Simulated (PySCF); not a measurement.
# CH4AlClO (SMILES C[O][AlH][Cl]): levels of theory compared

Aim: a comparison of 6 runs (HF/3-21G, HF/def2-TZVP, B3LYP/6-31G*, B3LYP/aug-cc-pVDZ, MP2/def2-SVP, CCSD(T)/6-31G**) of CH4AlClO. The job is set up through a Python script.

The calculation is run with PySCF 2.14.0.

## (1) The structure to begin with

CH4AlClO has 8 atoms, charge 0, and is taken as a singlet. As SMILES, `C[O][AlH][Cl]`. The coordinates come from a PBE0-D4/def2-TZVP relaxation. This is one conformer, not always the lowest.

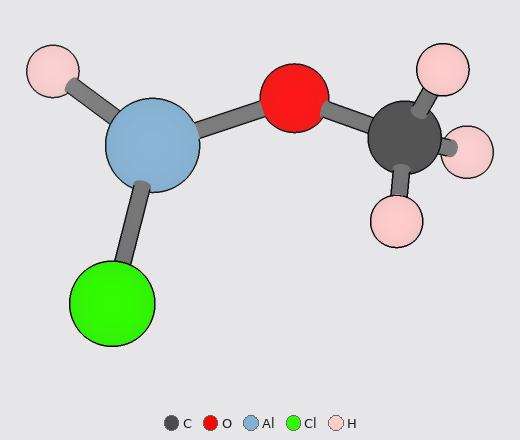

Viewed from a chosen angle; carbon dark grey, oxygen red, aluminium light blue, chlorine green, hydrogen pink.

## (2) Energy and gradient at HF/3-21G (run 1)

The input, job.py:

```python
from pyscf import gto, scf

system = gto.M(
    atom='''
C      0.132200     1.250600     0.263000
O      0.645300     0.052000    -0.246000
Al     0.103400    -1.519700    -0.426600
Cl    -1.829000    -2.007800     0.224400
H      0.118400     2.012400    -0.522500
H     -0.886500     1.136200     0.650000
H      0.770200     1.612600     1.075000
H      1.038000    -2.593300    -1.072900
''',
    max_memory=1860,
    verbose=4,
    basis='3-21g',
)

calc0 = scf.RHF(system)
calc0.conv_tol = 1e-10
calc0.kernel()
if not calc0.converged:
    calc0 = calc0.newton().run(calc0.mo_coeff, calc0.mo_occ)

e_tot = calc0.e_tot
print('E = %.10f Eh' % e_tot)
grad = calc0.nuc_grad_method().kernel()
dip = calc0.dip_moment()
pop, q = calc0.mulliken_pop()
```

The run is started by

```console
$ OMP_NUM_THREADS=1 python job.py
```

Output:

```text
PySCF version 2.14.0

[... 62 lines left out ...]
converged SCF energy = -812.425707891672
[... 12 lines left out ...]
Dipole moment(X, Y, Z, Debye):  1.24921,  1.38678, -0.14956
[... 22 lines left out ...]
pop of  2 Al 4s           0.14168
pop of  2 Al 2px          1.96027
pop of  2 Al 2py          1.96430
pop of  2 Al 2pz          1.95787
pop of  2 Al 3px          0.37258
pop of  2 Al 3py          0.36080
pop of  2 Al 3pz          0.22743
pop of  2 Al 4px          0.01577
pop of  2 Al 4py          0.05603
pop of  2 Al 4pz          0.06723
pop of  3 Cl 1s           1.99859
pop of  3 Cl 2s           1.95867
pop of  3 Cl 3s           1.09558
pop of  3 Cl 4s           0.95314
pop of  3 Cl 2px          1.96687
pop of  3 Cl 2py          1.96986
pop of  3 Cl 2pz          1.96952
pop of  3 Cl 3px          0.95759
pop of  3 Cl 3py          1.04442
pop of  3 Cl 3pz          1.02273
pop of  3 Cl 4px          0.78531
pop of  3 Cl 4py          0.91327
pop of  3 Cl 4pz          0.91933
pop of  4 H 1s            0.48237
pop of  4 H 2s            0.32416
pop of  5 H 1s            0.48378
pop of  5 H 2s            0.34087
pop of  6 H 1s            0.48237
pop of  6 H 2s            0.32394
pop of  7 H 1s            0.39863
pop of  7 H 2s            0.83606
 ** Mulliken atomic charges  **
charge of    0C =     -0.19974
charge of    1O =     -0.88285
charge of    2Al =      1.30965
charge of    3Cl =     -0.55487
charge of    4H =      0.19347
charge of    5H =      0.17535
charge of    6H =      0.19369
charge of    7H =     -0.23469
```

Wall time 3 s (1 thread of Intel Xeon at 2.70GHz, shared host); peak memory 0.12 GiB.

## (3) Energy and forces at HF/def2-TZVP (run 2)

The input, job.py:

```python
from pyscf import gto

system = gto.M(
    atom='''
C    0.132200   1.250600   0.263000
O    0.645300   0.052000  -0.246000
Al   0.103400  -1.519700  -0.426600
Cl  -1.829000  -2.007800   0.224400
H    0.118400   2.012400  -0.522500
H   -0.886500   1.136200   0.650000
H    0.770200   1.612600   1.075000
H    1.038000  -2.593300  -1.072900
''',
    basis='def2-tzvp',
    verbose=3,
    max_memory=1860,
)

mf = system.RHF()
mf.conv_tol = 1e-10
mf.kernel()
if not mf.converged:
    mf = mf.newton().run(mf.mo_coeff, mf.mo_occ)

energy = mf.e_tot
print('E = %.10f Eh' % energy)
grad = mf.nuc_grad_method().kernel()
dip = mf.dip_moment()
pop, q = mf.mulliken_pop()
```

The run is started by

```console
$ OMP_NUM_THREADS=1 python job.py
```

Output:

```text
converged SCF energy = -816.664507703905
[... 9 lines left out ...]
Dipole moment(X, Y, Z, Debye):  0.44050,  0.92195,  0.05666
[... 130 lines left out ...]
pop of  3 Cl 4f-3         0.00028
pop of  3 Cl 4f-2         0.00011
pop of  3 Cl 4f-1         0.00002
pop of  3 Cl 4f+0         0.00012
pop of  3 Cl 4f+1         0.00019
pop of  3 Cl 4f+2         0.00023
pop of  3 Cl 4f+3         0.00029
pop of  4 H 1s            0.27079
pop of  4 H 2s            0.50093
pop of  4 H 3s            0.10818
pop of  4 H 2px           0.00337
pop of  4 H 2py           0.00855
pop of  4 H 2pz           0.00886
pop of  5 H 1s            0.27056
pop of  5 H 2s            0.49196
pop of  5 H 3s            0.11623
pop of  5 H 2px           0.01316
pop of  5 H 2py           0.00240
pop of  5 H 2pz           0.00476
pop of  6 H 1s            0.27080
pop of  6 H 2s            0.50093
pop of  6 H 3s            0.10805
pop of  6 H 2px           0.00708
pop of  6 H 2py           0.00396
pop of  6 H 2pz           0.00973
pop of  7 H 1s            0.22659
pop of  7 H 2s            0.55741
pop of  7 H 3s            0.32473
pop of  7 H 2px           0.00221
pop of  7 H 2py           0.00267
pop of  7 H 2pz           0.00102
 ** Mulliken atomic charges  **
charge of    0C =     -0.09012
charge of    1O =     -0.49201
charge of    2Al =      0.74599
charge of    3Cl =     -0.34895
charge of    4H =      0.09933
charge of    5H =      0.10093
charge of    6H =      0.09945
charge of    7H =     -0.11463
```

Wall time 45 s (1 thread of Intel Xeon at 2.70GHz, shared host); peak memory 0.74 GiB.

Run 3 isn't shown in full; the table further down has it.

## (4) Energy and forces at B3LYP/aug-cc-pVDZ (run 4)

The input, calc.py:

```python
import pyscf.grad
from pyscf import gto, dft

mol = gto.M(
    atom=[
    ('C', (0.132200, 1.250600, 0.263000)),
    ('O', (0.645300, 0.052000, -0.246000)),
    ('Al', (0.103400, -1.519700, -0.426600)),
    ('Cl', (-1.829000, -2.007800, 0.224400)),
    ('H', (0.118400, 2.012400, -0.522500)),
    ('H', (-0.886500, 1.136200, 0.650000)),
    ('H', (0.770200, 1.612600, 1.075000)),
    ('H', (1.038000, -2.593300, -1.072900)),
],
    basis='aug-cc-pvdz',
    max_memory=1860,
    spin=0,
    verbose=4,
    charge=0,
)

ks = dft.RKS(mol)
ks.xc = 'b3lyp'
ks.grids.level = 5
ks.conv_tol = 1e-10
ks.kernel()
if not ks.converged:
    ks = ks.newton().run(ks.mo_coeff, ks.mo_occ)

energy = ks.e_tot
print('E = %.10f Eh' % energy)
grad = ks.Gradients().kernel()
dip = ks.dip_moment()
pop, q = ks.mulliken_pop()
```

The run is started by

```console
$ OMP_NUM_THREADS=1 python calc.py
```

Output:

```text
PySCF version 2.14.0

[... 78 lines left out ...]
converged SCF energy = -818.524103587343
[... 13 lines left out ...]
Dipole moment(X, Y, Z, Debye):  0.50649,  0.88521,  0.02080
[... 106 lines left out ...]
pop of  4 H 2pz           0.01119
pop of  4 H 3px          -0.01038
pop of  4 H 3py          -0.00742
pop of  4 H 3pz          -0.02156
pop of  5 H 1s            0.78211
pop of  5 H 2s            0.55129
pop of  5 H 3s            0.00328
pop of  5 H 2px           0.01577
pop of  5 H 2py           0.00468
pop of  5 H 2pz           0.00738
pop of  5 H 3px          -0.02657
pop of  5 H 3py           0.01165
pop of  5 H 3pz          -0.01453
pop of  6 H 1s            0.78433
pop of  6 H 2s            0.57575
pop of  6 H 3s            0.02245
pop of  6 H 2px           0.00937
pop of  6 H 2py           0.00525
pop of  6 H 2pz           0.01204
pop of  6 H 3px          -0.01925
pop of  6 H 3py           0.00272
pop of  6 H 3pz          -0.02297
pop of  7 H 1s            0.71863
pop of  7 H 2s            0.11761
pop of  7 H 3s           -0.09065
pop of  7 H 2px           0.00288
pop of  7 H 2py           0.00341
pop of  7 H 2pz           0.00137
pop of  7 H 3px           0.00668
pop of  7 H 3py          -0.00777
pop of  7 H 3pz           0.00103
 ** Mulliken atomic charges  **
charge of    0C =      1.28385
charge of    1O =     -0.72043
charge of    2Al =      0.56557
charge of    3Cl =     -0.30282
charge of    4H =     -0.36822
charge of    5H =     -0.33506
charge of    6H =     -0.36969
charge of    7H =      0.24682
```

Run time: 62 s. Hardware: 1 thread of Intel Xeon at 2.70GHz, shared host; peak memory 1.5 GiB.

Run 5 isn't shown in full; the table further down has it.

## (5) A single-point energy at CCSD(T)/6-31G(d,p) (spherical functions) (run 6)

The input, job.py:

```python
# C[O][AlH][Cl]
from pyscf import gto, scf, cc

mol = gto.Mole()
mol.atom = '''
C      0.249822     2.363291     0.496998
O      1.219440     0.098266    -0.464873
Al     0.195398    -2.871817    -0.806157
Cl    -3.456309    -3.794192     0.424055
H      0.223744     3.802885    -0.987382
H     -1.675242     2.147107     1.228322
H      1.455467     3.047372     2.031456
H      1.961536    -4.900627    -2.027487
'''
mol.max_memory = 1860
mol.basis = '6-31g**'
mol.unit = 'bohr'
mol.spin = 0
mol.verbose = 4
mol.build()

mf = scf.RHF(mol)
mf.conv_tol = 1e-10
mf.kernel()
if not mf.converged:
    mf = mf.newton().run(mf.mo_coeff, mf.mo_occ)

mycc = cc.CCSD(mf, frozen=12)
mycc.kernel()
e_t = mycc.ccsd_t()
e_final = mycc.e_tot + e_t
print('E(%s) = %.9f' % ('CCSD(T)', e_final))
mf.analyze()
```

The run is started by

```console
$ OMP_NUM_THREADS=1 python job.py
```

Output:

```text
PySCF version 2.14.0

[... 95 lines left out ...]
Nuclear Repulsion Energy =             196.040773647784988
[... 9 lines left out ...]
MO #4   energy= -11.280699602776   occ= 2
[... 7 lines left out ...]
MO #12  energy= -3.23852643108177  occ= 2
[... 7 lines left out ...]
MO #20  energy= -0.486895720888808 occ= 2
[... 7 lines left out ...]
MO #28  energy= 0.189309822711506  occ= 0
[... 7 lines left out ...]
MO #36  energy= 0.453096727860557  occ= 0
[... 7 lines left out ...]
MO #44  energy= 0.774296179299488  occ= 0
[... 7 lines left out ...]
MO #52  energy= 1.1613966486777    occ= 0
[... 7 lines left out ...]
MO #60  energy= 1.52606480072031   occ= 0
[... 7 lines left out ...]
MO #68  energy= 2.32933857446111   occ= 0
[... 7 lines left out ...]
MO #76  energy= 2.90268722257952   occ= 0
[... 7 lines left out ...]
MO #84  energy= 3.78690163167802   occ= 0
[... 56 lines left out ...]
pop of  3 Cl 3py          1.91532
pop of  3 Cl 3pz          1.88816
pop of  3 Cl 4px          0.00121
pop of  3 Cl 4py          0.00133
pop of  3 Cl 4pz          0.00107
pop of  3 Cl 3dxy         0.00194
pop of  3 Cl 3dyz         0.00033
pop of  3 Cl 3dz^2        0.00127
pop of  3 Cl 3dxz         0.00273
pop of  3 Cl 3dx2-y2      0.00405
pop of  4 H 1s            0.89969
pop of  4 H 2s            0.00729
pop of  4 H 2px           0.00003
pop of  4 H 2py           0.00066
pop of  4 H 2pz           0.00074
pop of  5 H 1s            0.91001
pop of  5 H 2s            0.00690
pop of  5 H 2px           0.00119
pop of  5 H 2py           0.00009
pop of  5 H 2pz           0.00020
pop of  6 H 1s            0.89955
pop of  6 H 2s            0.00730
pop of  6 H 2px           0.00053
pop of  6 H 2py           0.00019
pop of  6 H 2pz           0.00071
pop of  7 H 1s            1.15430
pop of  7 H 2s            0.00076
pop of  7 H 2px           0.00101
pop of  7 H 2py           0.00122
pop of  7 H 2pz           0.00047
 ** Mulliken atomic charges  **
charge of    0C =     -0.01086
charge of    1O =     -0.70150
charge of    2Al =      0.97742
charge of    3Cl =     -0.37221
charge of    4H =      0.09159
charge of    5H =      0.08161
charge of    6H =      0.09172
charge of    7H =     -0.15776
Dipole moment(X, Y, Z, Debye):  0.70181,  1.05785, -0.01349
```

It took 15 s on 1 thread of Intel Xeon at 2.70GHz, shared host; peak memory 0.35 GiB.

## (6) All runs side by side

```tsv
run	level	Cartesian functions	integration grid	energy (Eh)	dipole moment (D) of the reference	HOMO energy (eV)	LUMO energy (eV)	wall time
1	HF/3-21G	no	–	-812.425708	1.87	-12.05	1.89	3 s
2	HF/def2-TZVP	no	–	-816.664508	1.02	-12.29	1.91	45 s
3	B3LYP/6-31G* (Cartesian functions)	yes	5	-818.472865	1.33	-8.07	-0.84	29 s
4	B3LYP/aug-cc-pVDZ	no	5	-818.524104	1.02	-8.23	-1.10	62 s
5	MP2/def2-SVP	no	–	-816.802194	1.08	-12.25	2.24	11 s
6	CCSD(T)/6-31G** (spherical functions)	no	–	-817.116697	1.27	-12.24	1.97	15 s
```

## (7) Outcome

```
                                           quantity          value
                                run 6: total energy  -817.11670 Eh
        run 6: dipole moment (Hartree–Fock density)         1.27 D
         run 6: HOMO energy (Hartree–Fock orbitals)      -12.24 eV
         run 6: LUMO energy (Hartree–Fock orbitals)        1.97 eV
       run 6: HOMO–LUMO gap (Hartree–Fock orbitals)       14.20 eV
run 6: correlation energy (12 core orbitals frozen)     -557.3 mEh
                              run 6: (T) correction     -12.42 mEh
                               run 6: T1 diagnostic          0.012
```

What this shows: Over runs 1, 2, 3, 4 the dipole moment (its size) runs from 1.02 D (B3LYP/aug-cc-pVDZ) to 1.87 D (HF/3-21G). The two ends differ in method and basis. Over runs 1, 2, 3, 4 the HOMO–LUMO gap runs from 7.13 eV (B3LYP/aug-cc-pVDZ) to 14.20 eV (HF/def2-TZVP). All runs together took 2.8 min, the longest 62 s.
